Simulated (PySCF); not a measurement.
```xyz
17

C     2.4051   -0.2424    0.7796
O     1.1727   -0.7879    0.3665
C     0.4266    0.0650   -0.4605
C    -0.8656   -0.6587   -0.8390
C    -1.7418   -0.3425    0.3718
C    -1.2558    1.0540    0.7797
O     0.0304    1.2395    0.1946
H     2.2568    0.6902    1.3320
H     3.0499   -0.0447   -0.0854
H     2.8681   -0.9864    1.4242
H     1.0411    0.3745   -1.3231
H    -1.2760   -0.2236   -1.7496
H    -0.6903   -1.7214   -0.9781
H    -1.5384   -1.0591    1.1666
H    -2.8045   -0.3536    0.1417
H    -1.1781    1.1650    1.8654
H    -1.9071    1.8442    0.3901
```

Geometry: GFN2-xTB.

Theory: PBE0/pcSseg-1, SCF density, gas phase, non-relativistic in PySCF.

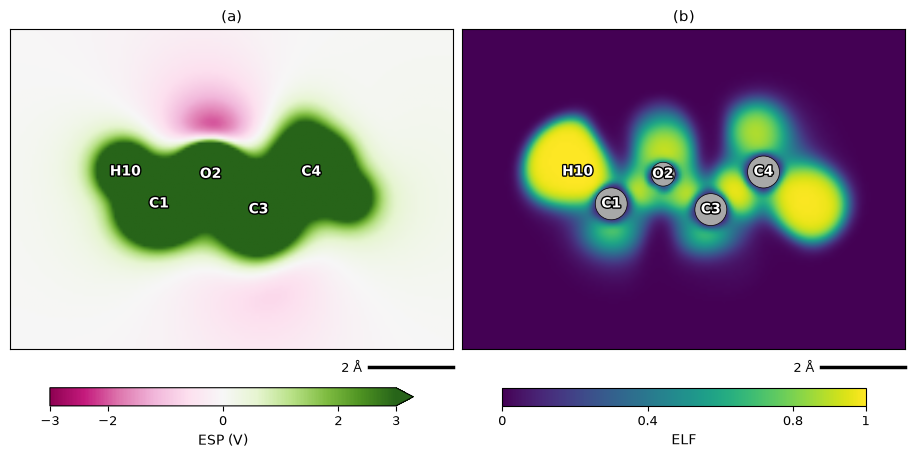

C$_{5}$H$_{10}$O$_{2}$. (a) molecular electrostatic potential; (b) electron localisation function on the plane of atoms O2, C1 and H10. Grey discs cover the atomic cores in the ELF map.

### Read the bonding off the picture.

The section cuts through C, O and H sites.
C–O (1.41 Å): the ELF peaks at about 0.90 between the atoms: a shared but strongly polarised pair.
C–C (1.53 Å): the ELF peaks at about 0.95 between the atoms: localised, covalent bonding.
C–H (1.09 Å): the ELF climbs to about 1 towards the hydrogen, as it does in any bond to H; a covalent bond by its length.
The ELF also peaks beside O2, away from the bonds: lone-pair regions.
Outside the dense part of the molecule the potential is most negative (−2.0 V) near O2.
